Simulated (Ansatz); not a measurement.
# B2Cl2F2H2: the cost of one run

Program: Ansatz 0.2.0, Gaussian basis. Level of theory: the settings change from run to run. These are calculated values, not measurements.

**1. The geometry**

The structure was relaxed beforehand with PBE0-D4 in a triple-zeta def2 set.

8 atoms, charge 0, spin multiplicity 1.

Atoms are counted from 1 here; the program's logs count them from 0.

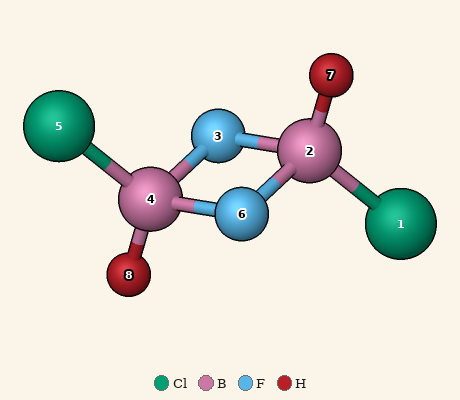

The geometry (chlorine teal, boron pink, fluorine blue, hydrogen red); atoms are numbered from 1 in the order of the file.

**2. revPBE/cc-pVTZ-DK**

This run has charge +1, multiplicity 2, density fitting with def2-universal-jkfit, D4 dispersion, high accuracy.

Input file in.yaml:

```yaml
crystal:
  periodic: [false, false, false]
  atoms:
    - {symbol: Cl, position_ang: [0.679831, -1.889094, 1.508692]}
    - {symbol: B, position_ang: [0.854580, -0.399237, 0.596814]}
    - {symbol: F, position_ang: [0.329465, -0.553773, -0.842027]}
    - {symbol: B, position_ang: [-0.854533, 0.399278, -0.596799]}
    - {symbol: Cl, position_ang: [-0.680479, 1.889037, -1.508931]}
    - {symbol: F, position_ang: [-0.329158, 0.554148, 0.841929]}
    - {symbol: H, position_ang: [1.879214, 0.194293, 0.607101]}
    - {symbol: H, position_ang: [-1.878929, -0.194661, -0.606779]}
basis:
  gaussian: {orbitals: cc-pVTZ-DK, fitting: {mean_field: def2-universal-jkfit}}
total_charge: 1
magnetization: {spin_polarized: true, initial_magnetization: 1}
hamiltonian: {xc: {name: revPBE}, dispersion: d4}
accuracy: high
```

Started as:

```
$ ansatz run in.yaml --threads 4 --pin off --events-out ev --progress --plain --max-ram 10444MiB
```

What time and memory should one allow on 4 threads of Arm Neoverse V2, shared host?

About 15 s, with a peak of 0.53 GiB.
